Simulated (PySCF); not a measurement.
**C$_{3}$H$_{12}$O$_{2}$Si$_{2}$ (SMILES CO[SiH2]OCC[SiH3]): density, localisation and related maps**

Input file:

```
{"job": {"kind": "nmr", "xc": "PBE0", "basis": "pcSseg-1"}, "charge": 0, "multiplicity": 1}
C     -3.102349     0.140293    -1.031854
O     -3.101628    -0.022742     0.357687
Si    -1.876391    -0.704056     1.238701
O     -0.497993     0.214771     1.292251
C      0.522498     0.242435     0.325257
C      1.883669     0.212231     0.992242
Si     3.349196     0.303407    -0.193190
H     -2.454985     0.978942    -1.346127
H     -2.763878    -0.770551    -1.561382
H     -4.127256     0.362871    -1.366161
H     -1.516427    -2.021526     0.619847
H     -2.382557    -0.805158     2.624540
H      0.417031     1.160364    -0.282246
H      0.427610    -0.614518    -0.372038
H      1.975748    -0.710422     1.590561
H      1.955936     1.051548     1.704648
H      3.304323     1.568579    -0.991017
H      4.629078     0.264185     0.576111
H      3.327201    -0.849112    -1.147672
```

Run with:

```sh
OMP_NUM_THREADS=1 python probes_run.py task.json out
```

Geometry: PBE0-D3(BJ)/def2-SVP.

Method: PBE0/pcSseg-1, SCF density, gas phase, non-relativistic (PySCF).

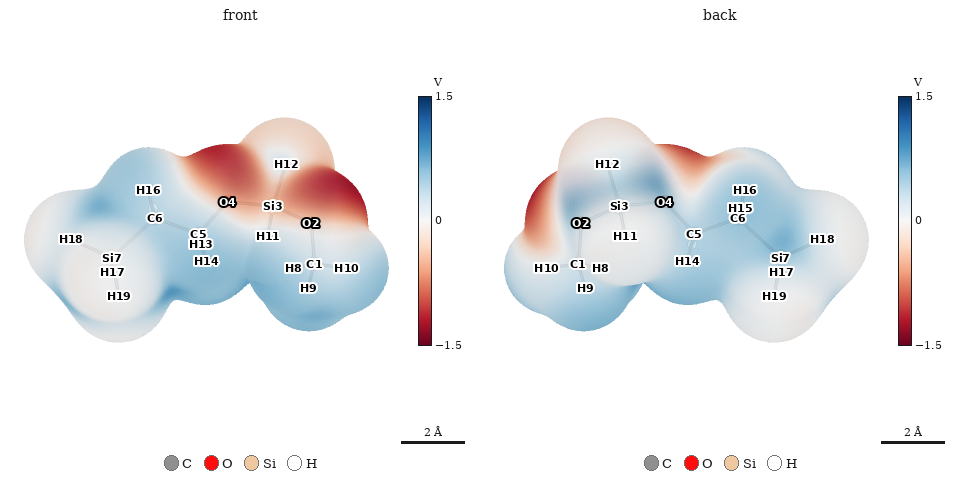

Figure 1. The molecular electrostatic potential painted on the density surface at 0.001 e/bohr³, seen from the front and from behind; the colour scale runs from red (negative) to blue (positive).

Q: Which sites attract a positive test charge, and which a negative one?

A: A positive charge is drawn to the negative regions and a negative charge to the positive ones. The most negative region (about −1.2 V) lies over O2, the most positive (about +0.8 V) over the C, H and Si atoms. O2 is the likeliest acceptor of a hydrogen bond.

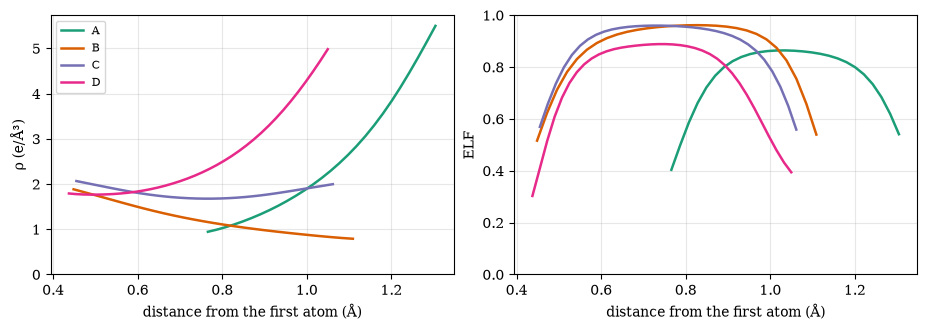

Figure 2. Electron density and ELF along straight lines between neighbouring atoms. The curves leave out the atomic cores.

Q: Which curve belongs to which contact (C–C, C–O, C–Si and Si–O)? The first atom named is at distance zero.

A: Curve A: Si–O (1.66 Å): ρ is about 1.1 e/Å³ halfway; the ELF peaks at about 0.85 between the atoms: a polar covalent bond. Curve B: C–Si (1.89 Å): the density is about 0.93 e/Å³ at the midpoint; the ELF peaks at about 0.95 between the atoms; a shared electron pair. Curve C: C–C (1.52 Å): the density is about 1.7 e/Å³ at the midpoint; the ELF peaks at about 0.95 between the atoms, as expected for a shared electron pair. Curve D: C–O (1.40 Å): ρ at the midpoint is about 2.1 e/Å³, with its minimum of 1.8 e/Å³ about 0.5 Å from C; the ELF peaks at about 0.90 between the atoms; a polar covalent bond.
